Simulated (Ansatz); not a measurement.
**GaH2Cl (SMILES [Cl][GaH2]): a chain of runs**

Aim: a series of 16 runs (HF/STO-3G, UHF/STO-3G, HF/3-21G, UHF/3-21G, HF/6-31G*, B3LYP/6-31G*, PBE/def2-SVP, MP2/6-31G*) of ClGaH2. 

The results are computed with Ansatz 0.2.0.

**1. The system as given**

GaH2Cl: 4 atoms, total charge 0, spin state singlet. As SMILES, `[Cl][GaH2]`. Geometry: a rough force-field guess. The run starts from this shape.

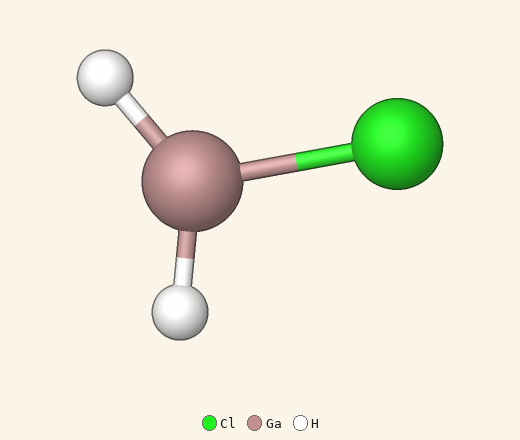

Viewed from a chosen angle; chlorine green, gallium pink, hydrogen white.

**2. A geometry optimisation at HF/STO-3G (run 1)**

Input file input.yaml:

```yaml
crystal:
  periodic: [false, false, false]
  atoms:
    - {symbol: Cl, position_ang: [-1.693100, 0.409500, -0.784700]}
    - {symbol: Ga, position_ang: [0.270200, -0.045500, 0.098400]}
    - {symbol: H, position_ang: [0.484000, -1.394300, -0.130100]}
    - {symbol: H, position_ang: [0.994500, 0.970100, 0.796100]}
basis:
  gaussian: {orbitals: STO-3G}
total_charge: 0
hamiltonian: {xc: hf}
relax: {f_tol: 0.002}
output: {orbitals: {seedname: orbitals}}
```

Command:

```sh
$ ansatz run input.yaml --threads 1 --pin off --max-ram 2610MiB --events-out events.jsonl --progress --plain --runs-dir runs
```

The program printed:

```text
Warning: RAYON_NUM_THREADS=1 ignored (pool sized by the plan → 1); use --threads N
The last accepted step is kept in runs//last_step.txt (removed where the run ends without a failure and the disk answers)
[... 49 lines left out ...]
Total energy: -64129.18516196 eV, -2356.7040863792 hartree
[... 4 lines left out ...]
Dipole moment:     0.456748    -0.139293     0.201972 e Å
```

Run time: 2.8 s. Hardware: 1 thread of Intel Xeon Platinum 8488C (Sapphire Rapids), shared host.

Steps, from the record of the run:

| step | energy from the first frame kept (eV) | largest force (eV/Å) |
| --- | --- | --- |
| 1 | 0.0000 | 2.1290 |
| 2 | -0.3260 | 1.1113 |
| 3 | -0.3736 | 0.6559 |
| 4 | -0.3900 | 0.1158 |
| 5 | -0.3903 | 0.0080 |
| 6 | -0.3903 | 0.0005 |

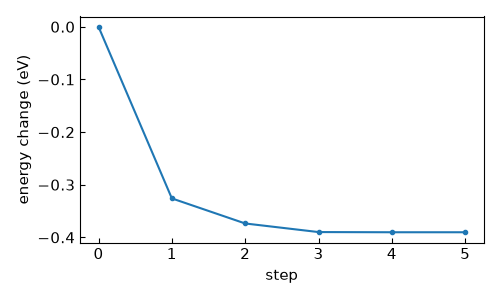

Energy along the run.

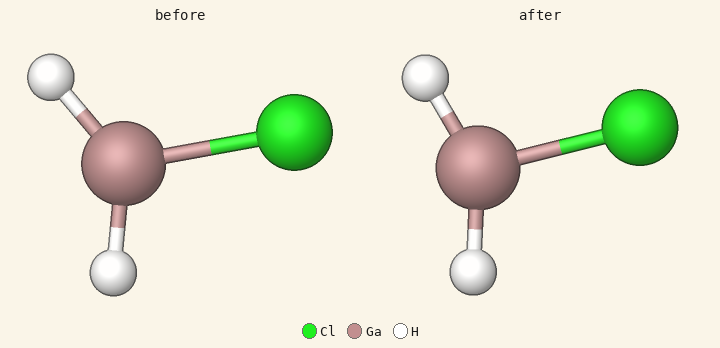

Before and after, at one scale.

After the run. Bond lengths: Cl1–Ga2 2.116 Å, Ga2–H3 1.315 Å, Ga2–H4 1.315 Å. Angles: Cl1–Ga2–H3 106.6°, Cl1–Ga2–H4 106.6°, H3–Ga2–H4 146.8°.

**3. Vibrational wavenumbers at HF/STO-3G (run 2)**

Input file job.yaml:

```yaml
crystal:
  periodic: [false, false, false]
  atoms:
    - {symbol: Cl, position_ang: [-1.549722, 0.461809, -0.696516]}
    - {symbol: Ga, position_ang: [0.314642, -0.106766, 0.127910]}
    - {symbol: H, position_ang: [0.471440, -1.383784, -0.143736]}
    - {symbol: H, position_ang: [0.819240, 0.968542, 0.692043]}
basis:
  gaussian:
    orbitals: STO-3G
hamiltonian:
  xc: hf
phonons:
  temperatures:
    t_min: 298.15
    t_max: 298.15
    t_step: 1
```

Command:

```sh
$ ansatz run job.yaml --threads 1 --pin off --max-ram 2610MiB --events-out events.jsonl --progress --plain --runs-dir runs
```

The program printed:

```text
Warning: RAYON_NUM_THREADS=1 ignored (pool sized by the plan → 1); use --threads N
[... 86 lines left out ...]
Total energy: -64129.18518793 eV, -2356.7040873336 hartree
[... 4 lines left out ...]
Dipole moment:     0.456748    -0.139292     0.201971 e Å
Vibrations: 410.17 729.51 892.06 908.30 1791.40 2482.24 cm⁻¹, zero-point energy 0.447191 eV
```

Wall time 2.7 s (1 thread of Intel Xeon Platinum 8488C (Sapphire Rapids), shared host).

Runs 3 to 4 aren't shown in full; the table further down has their settings and results.

**4. A structure relaxation at HF/3-21G (run 5)**

Input file in.yaml:

```yaml
crystal:
  periodic: [false, false, false]
  atoms:
    - {symbol: Cl, position_ang: [-1.693100, 0.409500, -0.784700]}
    - {symbol: Ga, position_ang: [0.270200, -0.045500, 0.098400]}
    - {symbol: H, position_ang: [0.484000, -1.394300, -0.130100]}
    - {symbol: H, position_ang: [0.994500, 0.970100, 0.796100]}
basis:
  gaussian: {orbitals: 3-21G.json}
relax: {f_tol: 0.002}
hamiltonian: {xc: hf}
output: {orbitals: {seedname: orbitals}}
```

The basis set 3-21G is read from a file made from the Basis Set Exchange's data (not shown).

Command:

```sh
$ ansatz run in.yaml --threads 1 --pin off --max-ram 2610MiB --events-out events.jsonl --progress --plain --runs-dir runs
```

The program printed, shortened:

```text
Warning: RAYON_NUM_THREADS=1 ignored (pool sized by the plan → 1); use --threads N
[... 1 set-up line as earlier in the session ...]
[... 49 lines left out ...]
Total energy: -64555.15249206 eV, -2372.3580970291 hartree
[... 4 lines left out ...]
Dipole moment:     0.672900    -0.202697     0.298724 e Å
```

Run time: 2.4 s. Hardware: 1 thread of Intel Xeon Platinum 8488C (Sapphire Rapids), shared host.

The path in brief:

| step | energy from the first frame kept (eV) | largest force (eV/Å) |
| --- | --- | --- |
| 1 | 0.0000 | 3.6555 |
| 2 | -0.4316 | 1.0567 |
| 3 | -0.4762 | 0.6804 |
| 4 | -0.4945 | 0.0454 |
| 5 | -0.4945 | 0.0606 |
| 6 | -0.4948 | 0.0011 |

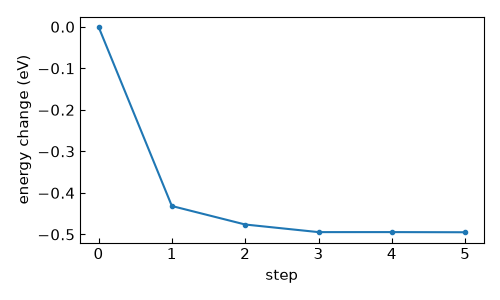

Energy along the run.

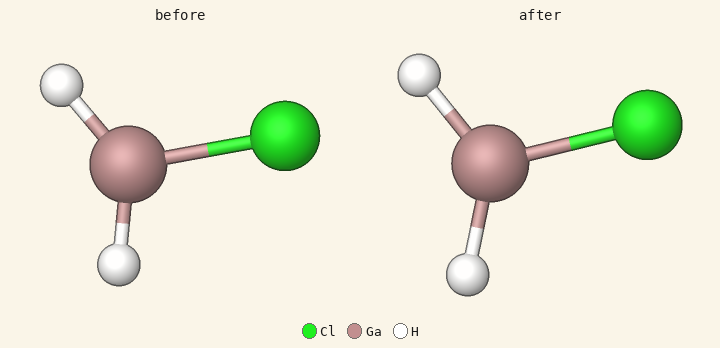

Before and after, at one scale.

After the run. Bond lengths: Cl1–Ga2 2.238 Å, Ga2–H3 1.561 Å, Ga2–H4 1.561 Å. Angles: Cl1–Ga2–H3 115.3°, Cl1–Ga2–H4 115.3°, H3–Ga2–H4 129.4°.

Runs 6 to 15 aren't shown in full; the table further down has their settings and results.

**5. Vibrational wavenumbers at MP2/6-31G(d) (Cartesian functions) (run 16)**

Input file job.yaml:

```yaml
crystal:
  periodic: [false, false, false]
  atoms:
    - {symbol: Cl, position_ang: [-1.701751, 0.505529, -0.766104]}
    - {symbol: Ga, position_ang: [0.194078, -0.069705, 0.074824]}
    - {symbol: H, position_ang: [0.589142, -1.565848, -0.132089]}
    - {symbol: H, position_ang: [0.974130, 1.069824, 0.803069]}
basis:
  gaussian: {orbitals: "6-31G*"}
correlation: {method: mp2}
phonons: {temperatures: {t_min: 298.15, t_max: 298.15, t_step: 1}}
```

Command:

```sh
$ ansatz run job.yaml --threads 1 --pin off --max-ram 2610MiB --events-out events.jsonl --progress --plain --runs-dir runs
```

The program printed:

```text
Warning: RAYON_NUM_THREADS=1 ignored (pool sized by the plan → 1); use --threads N
[... 26 lines left out ...]
14 core orbitals not correlated: weight in the atoms' cores, before any rotation towards them, 1.000 or more for the frozen orbitals, at most 0.000 for the correlated occupied ones
[... 43 lines left out ...]
14 core orbitals not correlated: weight in the atoms' cores, before any rotation towards them, 1.000 or more for the frozen orbitals, at most 0.000 for the correlated occupied ones
[... 42 lines left out ...]
14 core orbitals not correlated: weight in the atoms' cores, before any rotation towards them, 1.000 or more for the frozen orbitals, at most 0.000 for the correlated occupied ones
[... 43 lines left out ...]
14 core orbitals not correlated: weight in the atoms' cores, before any rotation towards them, 1.000 or more for the frozen orbitals, at most 0.000 for the correlated occupied ones
[... 37 lines left out ...]
Dipole moment:     0.399877    -0.121317     0.177354 e Å
[... 1 line left out ...]
Checks for a lower state left out: cluster_reference
```

Wall time 22 s (1 thread of Intel Xeon Platinum 8488C (Sapphire Rapids), shared host).

**6. The series**

| run | level | task | walk f tol | partner | energy (Eh) | dipole moment (D) | wall time |
| --- | --- | --- | --- | --- | --- | --- | --- |
| 1 | HF/STO-3G | optimise | 0.002 | base | -2356.704086 | 2.49 | 2.8 s |
| 2 | HF/STO-3G | frequencies | – | base | -2356.704087 | 2.49 | 2.7 s |
| 3 | UHF/STO-3G | energy | – | cation | -2356.449515 | – | 0.75 s |
| 4 | UHF/STO-3G | optimise | – | cation | -2356.504683 | – | 2.9 s |
| 5 | HF/3-21G | optimise | 0.002 | base | -2372.358097 | 3.67 | 2.4 s |
| 6 | HF/3-21G | frequencies | – | base | -2372.358096 | 3.67 | 5.1 s |
| 7 | UHF/3-21G | energy | – | cation | -2371.979601 | – | 0.79 s |
| 8 | UHF/3-21G | optimise | – | cation | -2372.002925 | – | 3.6 s |
| 9 | HF/6-31G* (Cartesian functions) | optimise | 0.002 | base | -2383.653013 | 2.53 | 5.4 s |
| 10 | HF/6-31G* (Cartesian functions) | frequencies | – | base | -2383.653012 | 2.53 | 17 s |
| 11 | B3LYP/6-31G* (Cartesian functions) | optimise | 0.002 | base | -2386.064559 | 2.23 | 9.3 s |
| 12 | B3LYP/6-31G* (Cartesian functions) | frequencies | – | base | -2386.064559 | 2.23 | 23 s |
| 13 | PBE/def2-SVP | optimise | 0.002 | base | -2385.410094 | 1.71 | 4.5 s |
| 14 | PBE/def2-SVP | frequencies | – | base | -2385.410094 | 1.71 | 9.9 s |
| 15 | MP2/6-31G* (Cartesian functions) | optimise | 0.002 | base | -2384.023688 | 2.18 | 8.1 s |
| 16 | MP2/6-31G* (Cartesian functions) | frequencies | – | base | -2384.023687 | 2.18 | 22 s |

**7. What came out**

| quantity | value |
| --- | --- |
| run 16, MP2/6-31G*: total energy | -2384.02369 Eh |
| run 16, MP2/6-31G*: dipole moment (correlated density) | 2.18 D |
| run 16, MP2/6-31G*: correlation energy (14 core orbitals frozen) | -370.8 mEh |
| run 16, MP2/6-31G*: largest force on an atom | 0.000 eV/Å |
| run 16, MP2/6-31G*: lowest harmonic wavenumber | 425 cm⁻¹ |
| run 16, MP2/6-31G*: highest harmonic wavenumber | 2039 cm⁻¹ |
| run 16, MP2/6-31G*: zero-point energy | 38.2 kJ/mol |
| vertical ionisation energy (to the doublet cation), HF/STO-3G | 6.927 eV |
| vertical ionisation energy (to the doublet cation), HF/3-21G | 10.299 eV |
| adiabatic ionisation energy (to the doublet cation, no zero-point term), HF/STO-3G | 5.426 eV |
| adiabatic ionisation energy (to the doublet cation, no zero-point term), HF/3-21G | 9.665 eV |

At HF/STO-3G: the vertical ionisation energy comes to 6.93 eV (160 kcal/mol). In a minimal basis such a difference can be off by several eV, whatever the method. At HF/3-21G: removing an electron at fixed nuclei costs 10.30 eV (238 kcal/mol). At HF/STO-3G: the adiabatic ionisation energy (to the doublet cation, no zero-point term) is 5.43 eV (125 kcal/mol). At HF/3-21G: the adiabatic ionisation energy (to the doublet cation, no zero-point term) is 9.66 eV (933 kJ/mol). Totals of different functionals can't be ranked against each other. In runs 1, 2, 3, 4 the basis is minimal, so the values are rough. All runs together took 2 min, the longest 23 s.
